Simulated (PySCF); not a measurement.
# Run report: C8H13P, excited-state calculation

The run: excited-state calculation of C8H13P. Method and program: TDDFT CAM-B3LYP/def2-SVPD, vertical, gas phase, core orbitals frozen in the response (PySCF 2.14.0).

The geometry comes from this level: PBE0-D3(BJ)/def2-SVP.

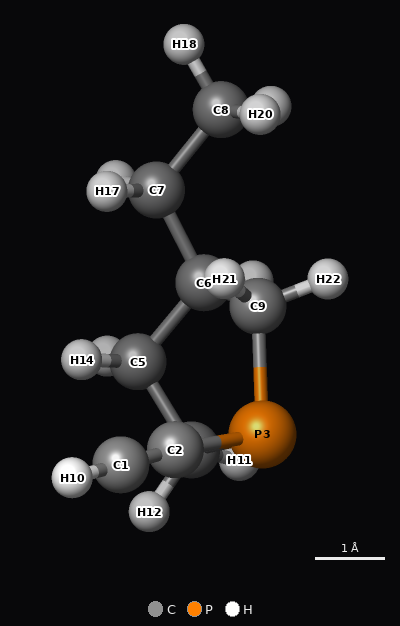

Figure 1. The structure (ball-and-stick view, seen at an oblique angle; atoms are numbered from 1 in the order of the input). Bond lengths as drawn: C–C 1.22 to 1.54 Å, C–H 1.07 to 1.11 Å and C–P 1.78 to 1.88 Å.

## Summary

| quantity | value |
| --- | --- |
| outcome | converged |
| total energy | −653.469625 hartree |
| HOMO | −7.82 eV |
| LUMO | 1.04 eV |
| dipole moment | 1.72 D |
| mean polarisability | 116.30 a.u. |
| vertical ionisation energy | 8.49 eV |
| lowest singlet excitation | 5.22 eV |
| hardware | 1 CPU thread, shared host |
| wall time | 4.3 min |
| peak memory | 1.6 GiB |

## The input
```
{"job": {"kind": "uv", "xc": "CAM-B3LYP", "basis": "def2-SVPD", "ip": true}, "charge": 0, "multiplicity": 1}
C     -3.707254     1.062483    -0.320389
C     -2.898672     0.421799     0.325873
P     -1.833823    -0.520197     1.392243
C     -1.202402    -1.757723     0.139994
C     -0.176086    -1.016972    -0.703599
C      0.684606    -0.189938     0.253748
C      1.629350     0.770152    -0.463566
C      2.564777     1.533078     0.460867
C     -0.265181     0.513421     1.241798
H     -4.414874     1.628651    -0.898279
H     -0.732850    -2.577919     0.709081
H     -2.038224    -2.185749    -0.431880
H      0.442666    -1.704560    -1.304202
H     -0.694822    -0.342909    -1.407654
H      1.301312    -0.902427     0.834729
H      2.223382     0.197022    -1.196320
H      1.023005     1.480885    -1.053816
H      3.241076     2.190424    -0.106247
H      3.189184     0.844620     1.053226
H      2.008336     2.165894     1.169645
H     -0.549856     1.513899     0.880897
H      0.185297     0.639160     2.237150
```

The first line tells a small driver script what to run in PySCF; the rest is the geometry in Å.

Launch command:
```bash
OMP_NUM_THREADS=1 python <driver script> task.json out
```

## The program's output
```
coarse grid: 18376 points
cycle   1  E = -653.3201721860  dE =  1.104e+00  |g| = 3.695e-01  |ddm| = 9.350e+00
cycle   2  E = -653.3419241002  dE = -2.175e-02  |g| = 2.727e-01  |ddm| = 1.778e+00
cycle   3  E = -653.3610902442  dE = -1.917e-02  |g| = 5.983e-02  |ddm| = 6.617e-01
cycle   4  E = -653.3616908072  dE = -6.006e-04  |g| = 3.959e-02  |ddm| = 2.400e-01
cycle   5  E = -653.3620616635  dE = -3.709e-04  |g| = 9.260e-03  |ddm| = 7.902e-02
cycle   6  E = -653.3620846675  dE = -2.300e-05  |g| = 2.149e-03  |ddm| = 2.485e-02
cycle   7  E = -653.3620859457  dE = -1.278e-06  |g| = 5.706e-04  |ddm| = 7.021e-03
final grid: 171432 points
cycle   8  E = -653.4696219943  dE = -4.900e-05  |g| = 3.489e-03  |ddm| = 1.334e-01
cycle   9  E = -653.4696226786  dE = -6.843e-07  |g| = 3.230e-03  |ddm| = 1.785e-02
cycle  10  E = -653.4696253635  dE = -2.685e-06  |g| = 4.507e-04  |ddm| = 6.461e-03
cycle  11  E = -653.4696253920  dE = -2.846e-08  |g| = 3.249e-04  |ddm| = 1.514e-03
cycle  12  E = -653.4696254168  dE = -2.482e-08  |g| = 7.776e-05  |ddm| = 6.392e-04
cycle  13  E = -653.4696254185  dE = -1.689e-09  |g| = 1.527e-05  |ddm| = 2.150e-04
cycle  14  E = -653.4696254186  dE = -8.072e-11  |g| = 4.836e-06  |ddm| = 5.187e-05
```

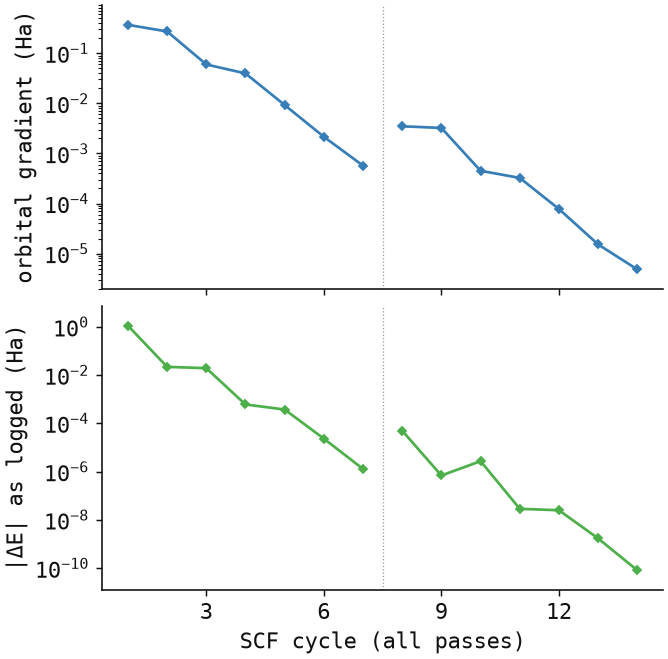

Figure 2. Convergence of the self-consistent field: orbital gradient and size of the energy change against the SCF cycle. The dotted line marks the change from a coarse to the final integration grid. The first 7 cycles use a coarse grid, the final grid takes over at cycle 8, and the field converges after 14 cycles in all.

```
converged SCF energy = -653.4696254186

Static polarisability (au): isotropic 116.297, principal 101.915 109.878 137.098

Singlet excitations
state   eV       nm        f      main configurations
  1   5.2190    237.6   0.01574   H->L 0.81
  2   5.8619    211.5   0.05549   H->L+1 0.43, H-1->L 0.18, H->L+2 0.12
  3   6.4128    193.3   0.01250   H-1->L+1 0.26, H-1->L+2 0.18, H-1->L 0.12
  4   6.5553    189.1   0.02634   H->L+1 0.23, H->L+2 0.19
  5   6.8021    182.3   0.02857   H-2->L 0.41, H->L+2 0.11
  6   6.9147    179.3   0.08038   H->L+2 0.32, H->L+3 0.11, H->L+8 0.10
  7   7.1609    173.1   0.04211   H->L+8 0.46, H->L+4 0.12, H->L+5 0.12
  8   7.4182    167.1   0.06340   H->L+3 0.33, H->L+7 0.13, H->L+2 0.11
  9   7.5003    165.3   0.10115   H->L+4 0.49, H->L+8 0.15
 10   7.6553    162.0   0.17729   H->L+5 0.41, H->L+7 0.12, H-1->L 0.12

Triplet excitations (Tamm-Dancoff, eV): 4.6105 4.7386 5.1708 5.7663
Vertical ionisation energy (delta-SCF) = 8.4857 eV
```

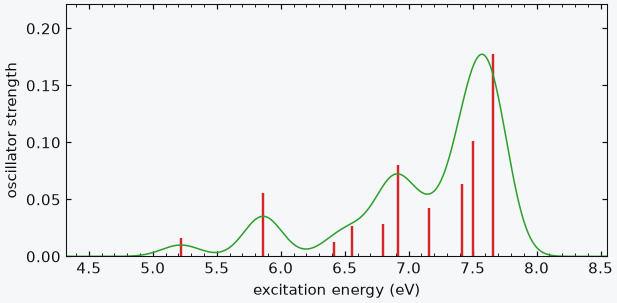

Figure 3. Computed excitations as sticks (degenerate states added up, dark ones marked on the axis), with a Gaussian envelope of 0.35 eV full width at half maximum, scaled to the tallest. Of the 10 states the lowest lies at 5.22 eV (f = 0.016); the strongest line is at 7.66 eV, or 162 nm (f = 0.177).

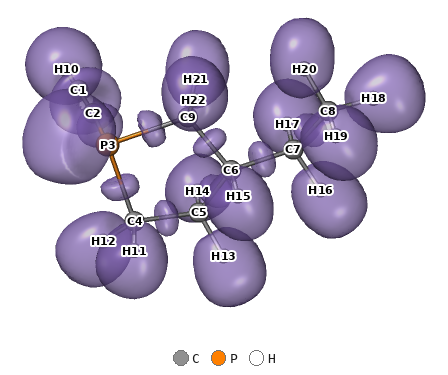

Figure 4. Isosurface of the electron localisation function at 0.85 (purple), seen at a tilt. Core shells and regions of very low density are left out. Along the contacts the grid gives the following. C–C (1.22 Å): the ELF peaks at about 0.85 between the atoms; a double or triple bond. C–P (1.78 Å): the ELF peaks at about 0.95 between the atoms, which marks a shared electron pair.

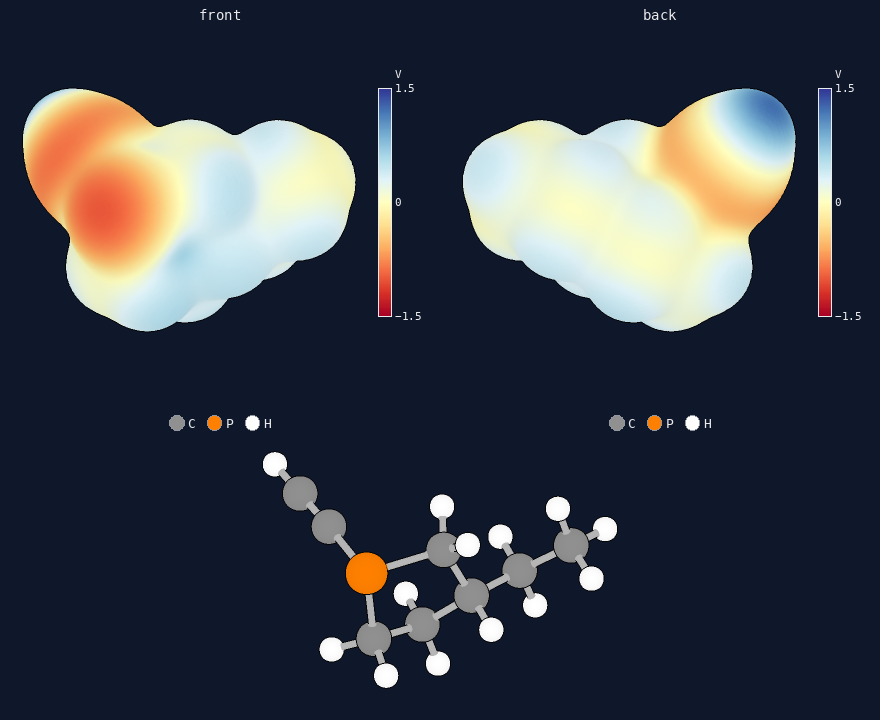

Figure 5. The electrostatic potential painted on the density surface at 0.001 e/bohr³, seen face on and from behind; red is negative and blue positive. The bare structure is drawn below in the same view. A positive charge is drawn to the negative regions and a negative charge to the positive ones.
